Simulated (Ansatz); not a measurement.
**C₂H₉BSi: basis-set convergence**

Aim: see how fast density functionals converge with the basis set for C₂H₉BSi.

Program: Ansatz 0.2.0, Gaussian basis. Level of theory: one geometry, several basis sets. These are calculated values, not measurements.

Levels to be run: PBE0-D4/def2-SVP; ωB97M-V/def2-SVP; PBE0-D4/def2-QZVPP; ωB97M-V/def2-QZVPP; the functionals' def2-TZVPP values are taken from earlier runs.

**1. The geometry**

All runs share one geometry, relaxed beforehand with PBE0-D4 in a triple-zeta def2 set.

SMILES `B[SiH2]CC`, 13 atoms, charge 0, spin multiplicity 1.

Atoms are counted from 1 here; the program's logs count them from 0.

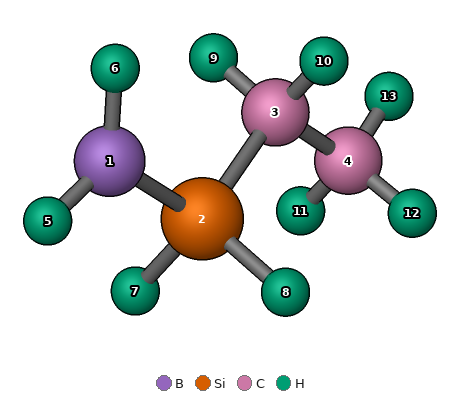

The geometry (boron purple, silicon orange, carbon pink, hydrogen teal); atoms are numbered from 1 in the order of the file.

**2. PBE0-D4 in def2-SVP**

in.yaml reads:

```yaml
crystal:
  periodic: [false, false, false]
  atoms:
    - {symbol: B, position_ang: [-1.308733, 2.188283, -0.546656]}
    - {symbol: Si, position_ang: [-0.856048, 0.237918, -0.380949]}
    - {symbol: C, position_ang: [0.845875, -0.155177, 0.318572]}
    - {symbol: C, position_ang: [1.118774, -1.647370, 0.477457]}
    - {symbol: H, position_ang: [-2.275853, 2.529189, -1.163880]}
    - {symbol: H, position_ang: [-0.670855, 3.052671, -0.017931]}
    - {symbol: H, position_ang: [-1.025646, -0.448664, -1.697847]}
    - {symbol: H, position_ang: [-1.905838, -0.332822, 0.524695]}
    - {symbol: H, position_ang: [1.596938, 0.301809, -0.335399]}
    - {symbol: H, position_ang: [0.939149, 0.357076, 1.282571]}
    - {symbol: H, position_ang: [1.048121, -2.169142, -0.480565]}
    - {symbol: H, position_ang: [0.397205, -2.113504, 1.153484]}
    - {symbol: H, position_ang: [2.117312, -1.835069, 0.881148]}
basis:
  gaussian: {orbitals: def2-SVP}
hamiltonian: {xc: pbe0, dispersion: d4}
output: {orbitals: {seedname: orbitals}}
```

Started as:

```sh
$ ansatz run in.yaml --threads 4 --pin off --events-out ev --progress --plain --max-ram 10444MiB
```

Further steps of the session: ωB97M-V in def2-SVP; PBE0-D4 in def2-QZVPP; ωB97M-V in def2-QZVPP.

Q: Predict the results of all the runs planned. Wanted: PBE0-D4: double and triple zeta above quadruple; ωB97M-V: double and triple zeta above quadruple.

As calculated:

| quantity | value |
| --- | --- |
| PBE0-D4: double and triple zeta above quadruple | 6.33, 0.44 eV |
| ωB97M-V: double and triple zeta above quadruple | 6.60, 0.42 eV |

**Reading.** PBE0-D4 gains 5.89 eV from double to triple zeta, then 0.44 eV more. Total energies overstate the basis error of differences, where much of it tends to cancel.
